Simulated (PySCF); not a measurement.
Consider C$_{4}$H$_{12}$OSi (SMILES CC(C)CO[SiH3]).

Input file:

```
{"job": {"kind": "nmr", "xc": "PBE0", "basis": "pcSseg-1"}, "charge": 0, "multiplicity": 1}
C     -1.774436     1.077141    -0.914527
C     -0.860614    -0.067266    -0.486935
C     -1.514551    -0.916314     0.599183
C      0.477985     0.481387     0.013517
O      1.361338    -0.571287     0.263106
Si     2.880216    -0.541477     0.813592
H     -1.977328     1.735917    -0.072457
H     -1.314764     1.663111    -1.707147
H     -2.720157     0.685315    -1.280394
H     -0.651613    -0.704623    -1.352835
H     -0.833134    -1.701743     0.915033
H     -1.759356    -0.300677     1.462669
H     -2.427937    -1.374136     0.227554
H      0.321494     1.059106     0.933974
H      0.912152     1.155036    -0.736809
H      3.765511     0.197130    -0.094129
H      2.964278     0.099973     2.130633
H      3.142157    -1.970275     0.847658
```

Launched as:

```sh
OMP_NUM_THREADS=1 python probes_run.py task.json out
```

Geometry: GFN2-xTB.

Computed with PySCF 2.14.0, PBE0/pcSseg-1, SCF density, gas phase, non-relativistic.

Predict the electron density and electron localisation function between the atoms.

Answer. C–O (1.40 Å): ρ is about 2.1 e/Å³ halfway, with its minimum of 1.8 e/Å³ about 0.5 Å from C; the ELF peaks at about 0.85 between the atoms; a polar covalent bond.
C–C (1.53 Å): ρ is about 1.6 e/Å³ halfway; the ELF peaks at about 0.95 between the atoms: a shared electron pair.
Si–O (1.62 Å): ρ is about 1.2 e/Å³ halfway; the ELF peaks at about 0.85 between the atoms, as expected for a short, strongly polar bond.
C–H (1.09 Å): ρ is about 2 e/Å³ halfway; the ELF climbs to about 1 towards the hydrogen, as it does in any bond to H: an ordinary covalent bond to hydrogen.

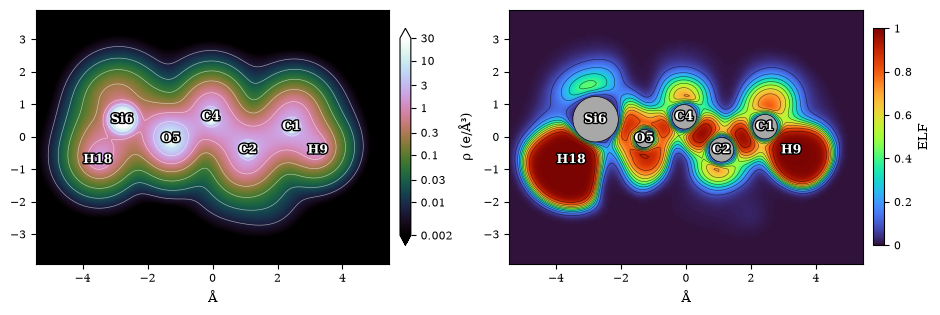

Computed electron density and electron localisation function on the plane of atoms C4, O5 and Si6, in this order. Grey discs cover the atomic cores in the ELF map. 
